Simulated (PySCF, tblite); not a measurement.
**C3H6BF3Si: geometry, infrared bands and NMR shifts**

Wanted: the infrared bands and NMR shifts of C3H6BF3Si (`FB(F)[C@@H]1CC[Si@H]1F`), by calculation.

Computed with tblite 0.8.0 and PySCF 2.14.0, with density-fitted response routines of our own, on a single molecule in the gas phase. Atoms count from 0, in the outputs and in this text.

## Step 1: Starting geometry

14 atoms, charge 0, multiplicity 1; geometry from: force field or distance geometry start.

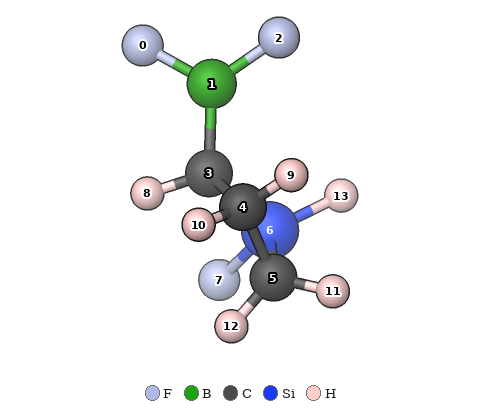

The starting geometry (fluorine light blue, boron green, carbon dark grey, silicon blue, hydrogen pink), atoms numbered; sticks join atoms by distance.

## Step 2: Optimising the geometry with GFN2-xTB

Job settings and geometry (Å):

```
{"job": {"kind": "relax", "xc": "GFN2-xTB", "basis": "xTB"}, "charge": 0, "multiplicity": 1}
F      3.209600    -0.175800     0.239900
B      1.949700    -0.240300    -0.516400
F      2.071700    -0.114500    -1.929800
C      0.617200    -0.146900     0.299100
C     -0.490700    -1.092600    -0.102800
C     -1.583900    -0.092500     0.189900
Si    -0.409500     1.364000     0.089000
F     -0.426900     2.336000     1.460000
H      0.834600    -0.320200     1.392900
H     -0.525100    -1.364100    -1.169300
H     -0.589200    -1.957600     0.588100
H     -2.336800    -0.036700    -0.604600
H     -1.972800    -0.195900     1.236100
H     -0.348500     2.036700    -1.194400
```

Command:

```console
> OMP_NUM_THREADS=1 python probes_run.py task.json out
```

The driver reads the jobs from task.json and runs them one after another.

**Question.** This job is followed by: GFN2-xTB harmonic vibrations, gas phase; GIAO PBE0/pcSseg-1 NMR shielding, non-relativistic, gas phase. Predict these results of the whole session: strongest single infrared mode (GFN2-xTB); zero-point energy (GFN2-xTB); 13C shifts against TMS (PBE0/pcSseg-1); 1H shifts against TMS (PBE0/pcSseg-1); 19F shifts against CFCl3 (PBE0/pcSseg-1, means over atoms taken as alike); 11B shifts against BF3·OEt2 (PBE0/pcSseg-1); 29Si shifts against TMS (PBE0/pcSseg-1); surface potential, least and greatest.

**Answer**, as computed:

| quantity | value |
| --- | --- |
| strongest single infrared mode (GFN2-xTB) | 1323 cm⁻¹, 369 km/mol |
| zero-point energy (GFN2-xTB) | 57.7 kcal/mol |
| 13C shifts against TMS (PBE0/pcSseg-1) | 29.8, 26.6, 16.1 ppm |
| 1H shifts against TMS (PBE0/pcSseg-1) | 5.63, 2.37, 2.26, 2.19, 2.07, 1.83 ppm |
| 19F shifts against CFCl3 (PBE0/pcSseg-1, means over atoms taken as alike) | -81.3, -171.8 ppm |
| 11B shifts against BF3·OEt2 (PBE0/pcSseg-1) | 27.7 ppm |
| 29Si shifts against TMS (PBE0/pcSseg-1) | 26.4 ppm |
| surface potential, least and greatest | -0.90 V and 1.76 V |

What this shows: Relaxing lowered the energy by 1.152 eV in 92 steps; the close pair that moved most is F0–B1, from 1.471 to 1.325 Å. No mode is imaginary among the 36: a minimum at this level. The strongest single mode, at 1323 cm⁻¹, is carried by B1, C3, H8, H9. GFN2-xTB is a fitted tight-binding method: band positions and strengths are rough. Its intensities can rank the bands wrongly. At PBE0/pcSseg-1: Shielding is most anisotropic at F0, F2 (span 283 ppm, paramagnetic term -216 ppm).
